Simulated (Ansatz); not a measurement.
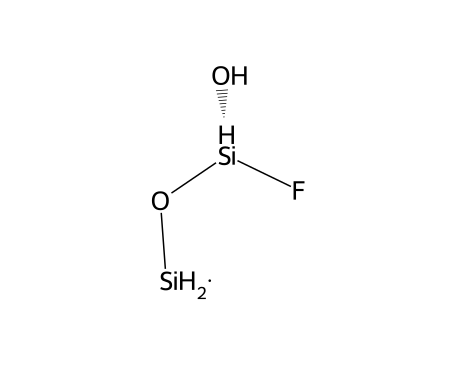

The drawing above gives the connectivity. The species is neutral and a spin doublet. The computed structure is the end point of a PBE0-D4/def2-TZVP optimisation. No frequency run is at hand to confirm it as a minimum.

Describe the 3D structure.

The molecule is FH4O2Si2. Its SMILES string is `O[Si@H](F)O[SiH2]`. It has no ring. Among its groups: Si–H bond, Si–O bond. This geometry has C1 symmetry. It is an open-shell species. Coordination: 2 O bent; 1 Si tetrahedral; 1 Si trigonal pyramidal.

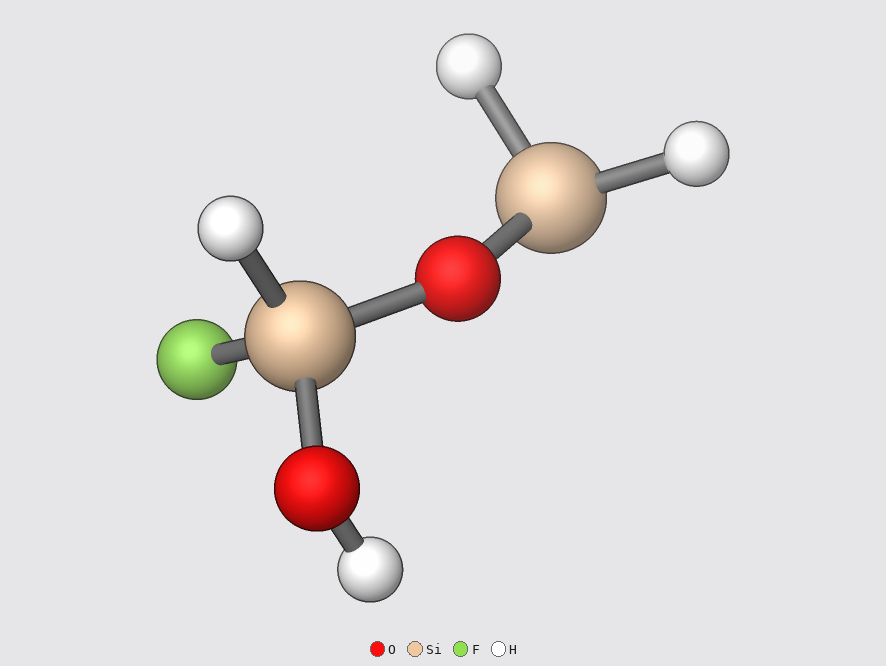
